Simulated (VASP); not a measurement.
Band structure of MgZnO₂ (space group P3m1). These are modified Becke-Johnson potential (mBJ), VASP's PBE PAW potentials (set 64) (plane waves; VASP) values and carry that method's errors.

mBJ is a potential without an energy functional, so only the levels count.

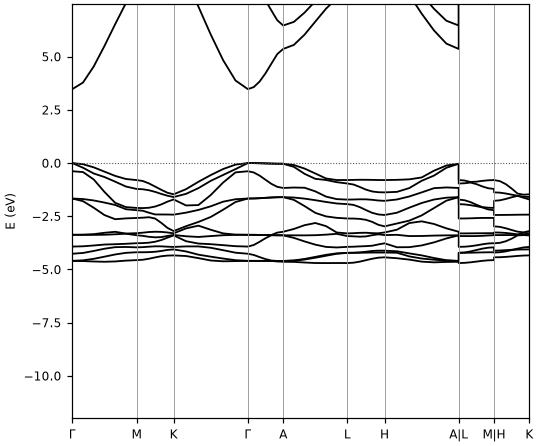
Figure: Bands along high-symmetry lines, zero at the valence-band maximum or, without a gap, the Fermi level

Problem. Read the plot: is there a gap, and where are the band edges?

Solution. The gap is direct, 3.47 eV, from the valence maximum at Γ to the conduction minimum at Γ.

The structure comes from a computed database's MgZnO2 entry (P3m1); how it stands against other phases isn't given here. It was relaxed first. The cell's shape comes from a PBE relaxation.
